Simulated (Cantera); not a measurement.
Input: 1 mol Ni, 0.37 mol H2S, 240 mol N2, 15 mol NH3, at 0.420 Torr.

Cantera equilibrium calculation (NASA polynomials, part measured and part estimated; ideal gas, pure solids and liquids). Candidate condensed phases: Ni, NiS, NiS2, Ni3S2, Ni3S4, S; 17 gas species. Metal and sulfide melt together well below either melting point, which pure phases cannot show. Mutual solubility and eutectic melting of coexisting phases are not modelled. Gases not in the tables: S3 to S7. Rates play no part.

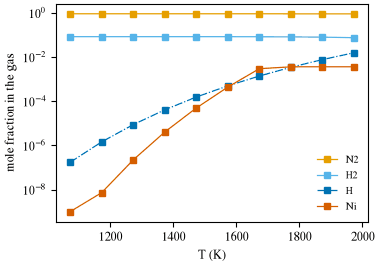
Figure: Equilibrium gas composition (values under 1e-9 drawn at 1e-9)

From 1073 K to 1173 K the condensed part is Ni(s) + Ni3S2(l). From 1273 K to 1673 K the condensed part is Ni(s). From 1773 K to 1973 K nothing is condensed.
